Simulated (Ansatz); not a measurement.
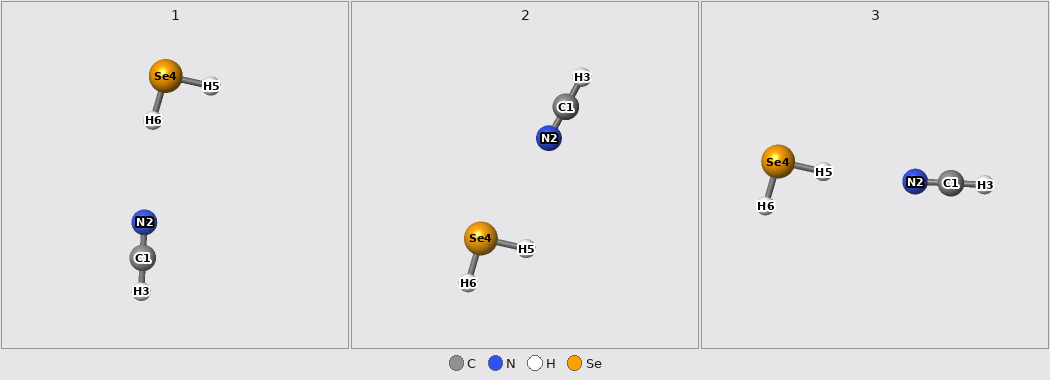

The pair CHN···H₂Se. 
- The turn is about an axis along (−0.92, 0.39, −0.03) in the frame of the relaxed pair, normal to the line between the partners.
- First axis: distance Se4···N2. Second axis: turn of C1, N2, H3 about Se4.
- Grid: 15 × 15 points.
- Points are written as (first, second).
- All energies are given in kcal/mol relative to the two partners far apart, frozen as in the relaxed pair, each in its own basis (no counterpoise correction).
- Level of theory: RHF/def2-TZVPD in Ansatz 0.2.0.

The numbered pictures are structures from this grid.

**Rank them by energy, lowest first.**

3, at (4.347 Å, 0.0°): −1.06 kcal/mol; 1, at (4.667 Å, 90.0°): −0.91 kcal/mol; 2, at (3.821 Å, −64.3°): −0.57 kcal/mol.

The map, with the structures marked:

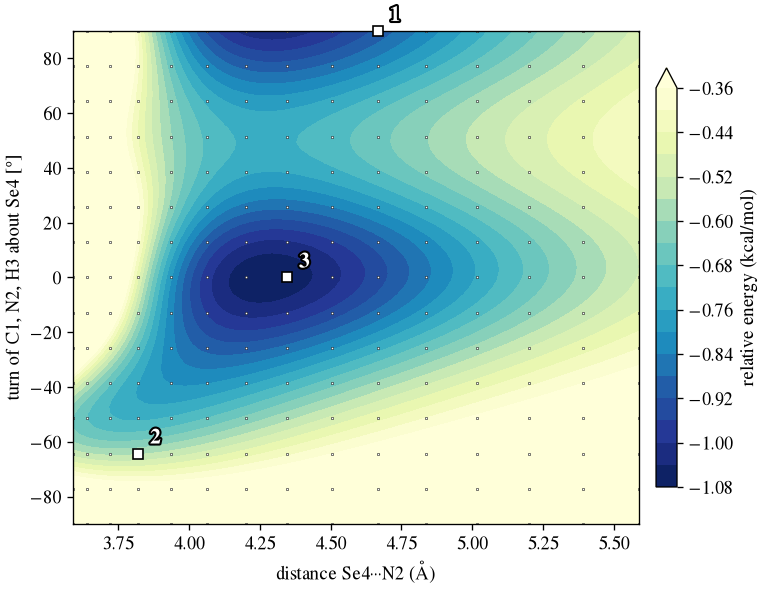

The picture shows filled contours, dots at the grid points, one colour for all values above the top of the scale. Between grid points the surface is interpolated.
